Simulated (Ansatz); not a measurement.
# Cl2Ge: the cost of one run

Computed with Ansatz 0.2.0 (the levels named in each step, unless a step's input says otherwise).

## (1) The system as given

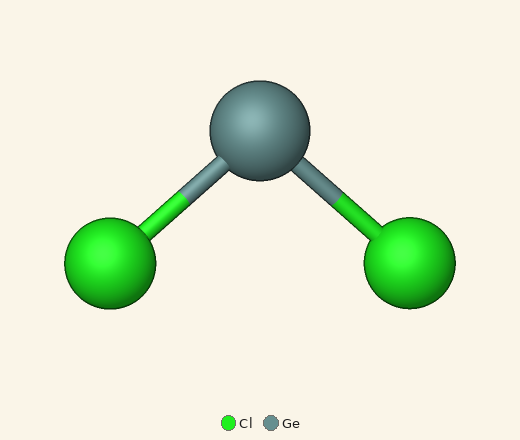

Start, viewed from a chosen angle; chlorine green, germanium teal.

Coordinates:

```xyz
3

Cl   -1.6527   -0.7025   -0.0016
Ge    0.0016    0.6889   -0.0029
Cl    1.6499   -0.7090    0.0076
```

## (2) A rough first relaxation, PBE-D4/def2-SVP

This run stands in another session on the same molecule. It ended at:

```xyz
3

Cl   -1.7077   -0.7074   -0.0017
Ge    0.0015    0.6992   -0.0030
Cl    1.7050   -0.7143    0.0078
```

## (3) Relaxation, PBE0-D4/def2-TZVPP

This run stands in another session on the same molecule. It ended at:

```xyz
3

Cl   -1.6727   -0.7049   -0.0017
Ge    0.0015    0.6939   -0.0029
Cl    1.6699   -0.7116    0.0076
```

## (4) Frequencies, PBE0-D4/def2-TZVPP

Input file input.yaml:

```yaml
crystal:
  periodic: [false, false, false]
  atoms:
    - { symbol: Cl, position_ang: [-1.67265506, -0.70488712, -0.00165502] }
    - { symbol: Ge, position_ang: [0.00149182, 0.69392504, -0.00293153] }
    - { symbol: Cl, position_ang: [1.66993324, -0.71164793, 0.00764654] }
basis:
  gaussian: { orbitals: def2-TZVPP }
hamiltonian:
  xc: pbe0
  dispersion: d4
phonons: {}
```

Command:

```console
$ ansatz run input.yaml --threads 2 --pin off --max-ram 5120MiB --backend cpu --events-out ev --progress --plain --runs-dir out
```

**Question.** How long does this run take on 2 threads of Arm Neoverse V1, shared host, and how much memory does it need?

About 13 s, with a peak of 0.32 GiB.
